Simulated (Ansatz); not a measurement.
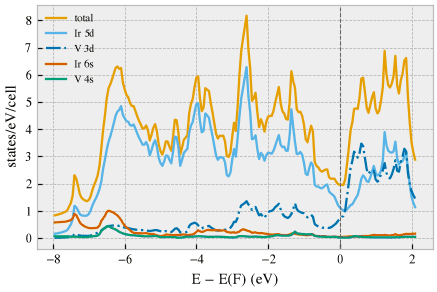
Figure. Total and projected density of states of VIr₃ (Cu3Au type, Pm-3m), PBEsol in the plane-wave PAW code Ansatz

Question: Which orbitals carry the states next to the Fermi level?

Answer: Within 0.5 eV of the Fermi level: Ir 5d 50 %, V 3d 44 %. Projections are on Löwdin-orthogonalised atomic valence shells; empty p or d shells of many metals are not among them.

Question: Where is the tallest occupied peak in this window, and what makes it?

Answer: Near -2.6 eV, about 8.2 states/eV per cell; the largest projected share is Ir 5d.

The workflow started from a Materials Project entry (that database holds measured and hypothetical structures alike); the Crystallography Open Database files this formula in space group No. 221, but the cells were not matched. Its standing as an ambient phase is unchecked. The cell was relaxed with PBEsol under the symmetry of its start; its stability against distortions is not shown here. No spin polarisation was allowed. Scalar-relativistic: spin–orbit coupling is off unless named, which matters more the heavier the elements.

Potentials: the later of the program's two PAW sets.
